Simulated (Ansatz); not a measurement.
# H$_{28}$Si$_{13}$ (SMILES [SiH]([Si]([SiH3])([SiH3])[SiH3])([Si]([SiH3])([SiH3])[SiH3])[Si]([SiH3])([SiH3])[SiH3]): what the fields show

```
atom    x (Å)    y (Å)    z (Å)
  Si  -1.4049  -0.8137  -0.0810
  Si  -2.5352   1.0620  -0.9909
  Si  -3.5859   2.4304   0.6241
  Si  -4.3252   0.3172  -2.3409
  Si  -1.1253   2.4526  -2.2741
  Si  -0.2237  -0.2635   1.9005
  Si   1.0031   1.7436   1.7131
  Si   1.2813  -1.9364   2.6224
  Si  -1.7502  -0.0720   3.6934
  Si  -0.0099  -1.8707  -1.6813
  Si   0.3488  -4.1169  -1.0435
  Si  -0.9730  -2.0467  -3.8322
  Si   2.0768  -0.7986  -1.9366
   H  -2.4686  -1.8191   0.3060
   H  -4.3334   3.5135  -0.1114
   H  -2.5968   3.0817   1.5518
   H  -4.5745   1.6360   1.4352
   H  -5.2891  -0.4792  -1.5010
   H  -5.0531   1.5086  -2.9083
   H  -3.8581  -0.5452  -3.4817
   H   0.0411   2.9377  -1.4550
   H  -0.5987   1.7309  -3.4850
   H  -1.9180   3.6485  -2.7341
   H   0.0935   2.9244   1.5068
   H   1.7814   1.9531   2.9861
   H   1.9739   1.6747   0.5644
   H   1.8777  -1.4807   3.9298
   H   2.4001  -2.1593   1.6416
   H   0.5618  -3.2381   2.8548
   H  -2.7766   1.0018   3.4548
   H  -2.4646  -1.3839   3.8871
   H  -0.9983   0.2569   4.9574
   H   1.2202  -4.7955  -2.0689
   H  -0.9723  -4.8382  -0.9829
   H   1.0169  -4.2273   0.3000
   H  -2.2734  -2.8030  -3.7752
   H  -1.2117  -0.7018  -4.4627
   H  -0.0113  -2.8162  -4.7016
   H   1.8955   0.6450  -2.3239
   H   2.8449  -1.4950  -3.0298
   H   2.8838  -0.8611  -0.6681
```

Computed with DFT PBE, Gaussian basis def2-SVP in Ansatz 0.2.0.

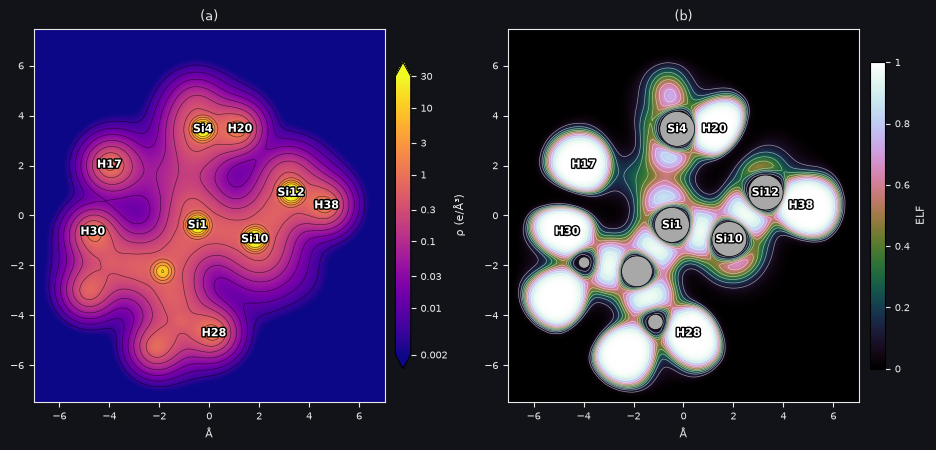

Figure 1. (a) electron density; (b) ELF on the plane of atoms Si10, Si12 and H38. Grey discs cover the atomic cores in the ELF map.

What does the map show?

Answer.
- Atoms in the plane: Si and H.
- Si–Si (2.37 Å): ρ at the midpoint is about 0.56 e/Å³; the ELF peaks at about 0.95 between the atoms, as expected for a shared electron pair.
- Si–H (1.50 Å): the density is about 0.74 e/Å³ at the midpoint; the ELF climbs to about 1 towards the hydrogen, as it does in any bond to H.

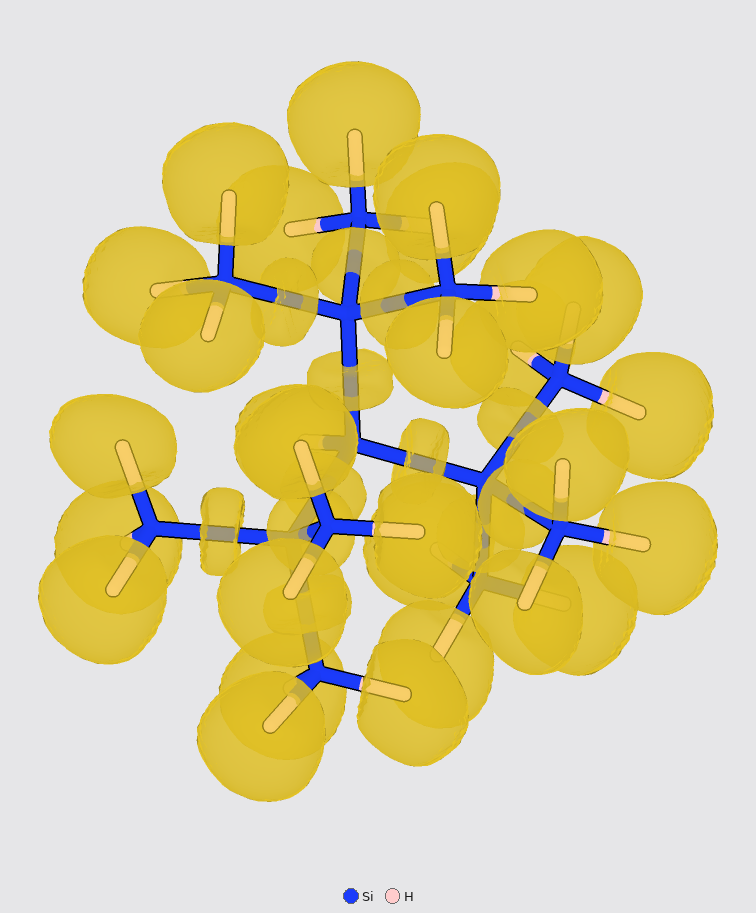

Figure 2. Isosurface of the electron localisation function at 0.8 (yellow), seen at a tilt. Core shells and regions of very low density are left out.

Describe the localisation domains.

Answer. At this value the surface marks out twelve regions between bonded Si–Si atoms (shared pairs) and 28 regions around hydrogen nuclei.


Si–Si (2.36 Å): the ELF peaks at about 1 between the atoms, as expected for a covalent bond.

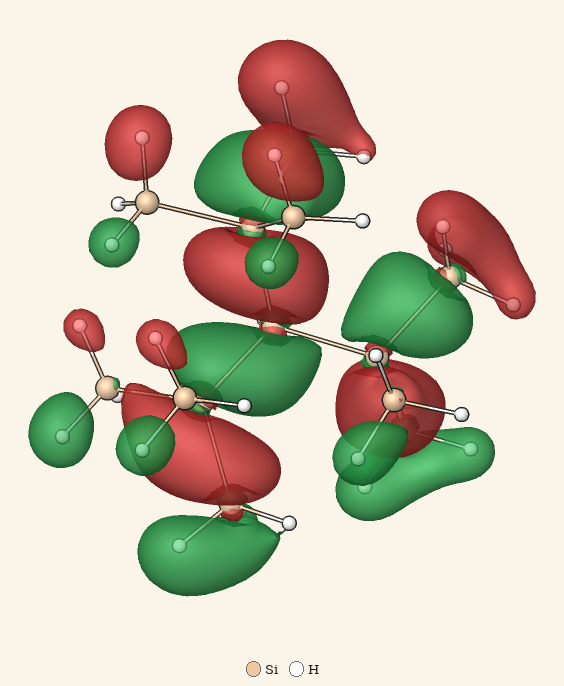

Figure 3. The HOMO at ±0.04 Å⁻³ᐟ² (green and red are the two phases), seen across its widest extent.

Where does this orbital lie, and at what energy?

Answer. By Hirshfeld shares it lies mainly on Si1 (about 15 %), Si2 (about 10 %), Si6 (about 10 %) and Si10 (about 10 %). It is one of a degenerate set, so its orientation is arbitrary. Its energy is −6.54 eV.
